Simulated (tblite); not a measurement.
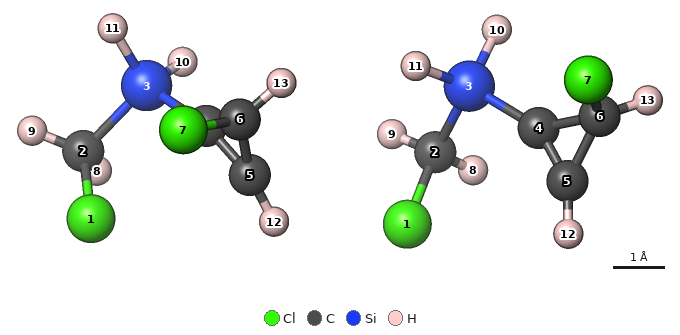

Two geometries of C4H6Cl2Si, drawn at one scale. One is the start of a relaxation, the other its converged end. The picture is a ball-and-stick view, seen from a free direction.

These are results of GFN2-xTB geometry optimisation, gas phase (tblite 0.8.0), not measurements. 

**Which geometry has the lower energy?**

The right one is the relaxed one. After 145 geometry steps the energy has fallen by 34.8 kJ/mol. Cl7 moves most after the best rigid fit: 1.62 Å. By element the largest moves are Cl 1.62 Å, H 1.26 Å, C 0.59 Å, Si 0.51 Å. Near-neighbour distances that change, for instance: C2–Si3 1.870 → 1.914 Å, C2–H8 1.119 → 1.088 Å, C4–C5 1.344 → 1.314 Å, Si3–H11 1.487 → 1.461 Å. Among the angles between lasting bonds that change: Cl7–C6–H13 118.6° → 109.4°, C5–C6–H13 116.3° → 123.8°, C4–C6–H13 117.9° → 123.2°. Groups turn about Si3–C4 by about 75°, C2–Si3 by about 40°.
